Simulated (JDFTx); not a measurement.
```yaml
surface: Os(0001)
bulk: Os, P6_3/mmc, lattice of mp-49 (not re-optimised)
slab: 4 atoms in 4 planes, 1x1, 6.4 Å between the outermost planes
in-plane cell: 2.746 × 2.746 Å, 6.53 Å²
cell_height: 22.5 Å
sampling: 10×10×1 k mesh, Fermi smearing 0.01 Ha, no spin polarisation
```

Method: PBE, GBRV ultrasoft potentials, plane waves to 20/100 Ha, in JDFTx (a modified build). Liquid on both sides: CANDLE, water, 1 M NaCl; nuclei fixed. The electron chemical potential μ is absolute (zero in the bulk liquid) and is turned into a potential by U = −μ/e − 4.44 V vs SHE, a convention.

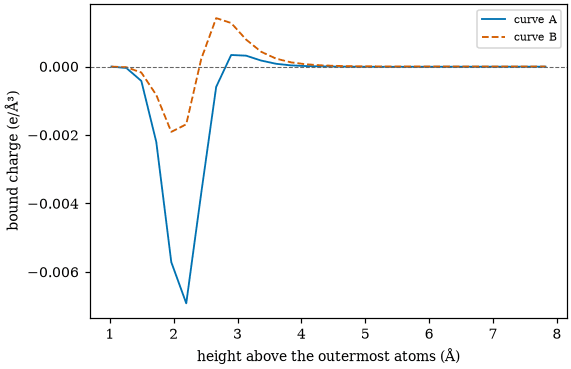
*Plane-averaged bound charge of the liquid for two states of the electrode*

Question: One curve is the neutral slab. Which, and what is the sign of the other's charge?

Answer: Curve B is neutral (potential of zero charge, 0.53 V). Curve A is positively charged, 7.0 μC/cm² at 1.05 V.
